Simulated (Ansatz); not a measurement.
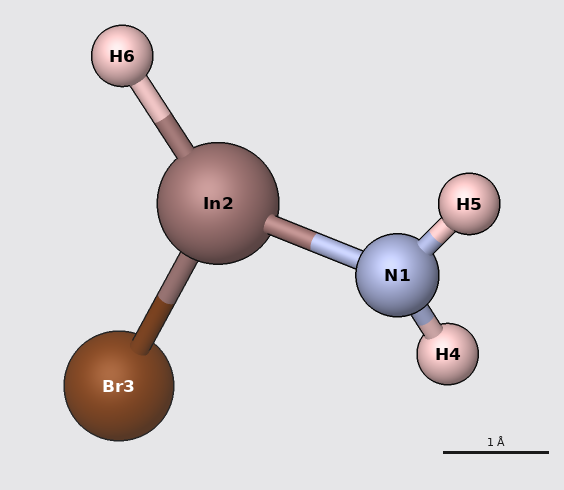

Numbered structure. The geometry was computed by an optimisation with PBE-D4/def2-SVP. No frequency run is at hand to confirm it as a minimum.

Which atoms are bonded, and how long are the bonds?

| bond | length (Å) |
| --- | --- |
| N1–In2 | 2.037 |
| N1–H4 | 1.026 |
| N1–H5 | 1.025 |
| In2–Br3 | 2.521 |
| In2–H6 | 1.718 |
